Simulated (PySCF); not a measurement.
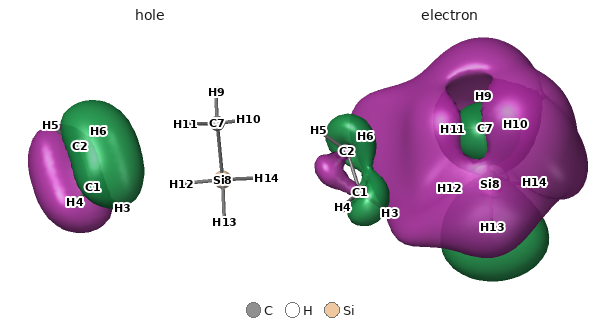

*C₃H₁₀Si, SMILES `C=C.C[SiH3]`. Leading natural transition orbital pair of S₂ (TDA singlet states); the surfaces enclose about 85 % of each orbital's density.*

PySCF calculation, PBE/def2-SVP, gas phase; geometry: GFN2-xTB. The pair's geometry is semi-empirical, so its contact may be too short or too long. Without diffuse functions Rydberg states are missing, so the states' numbers hold for this basis only.

What kind of excitation is it, and where does it lie?

7.12 eV (174 nm), f = 0.012, charge transfer, whose energy this functional puts too low; the leading pair carries 100 %; hole on C1 and C2 (43 % each), electron on Si8 (39 %), C7 (11 %) and H12 and H14 (8 % each); their centroids lie 3.6 Å apart. In canonical orbitals it is mainly HOMO → LUMO+1 (100 %). The HOMO–LUMO gap is 6.01 eV.
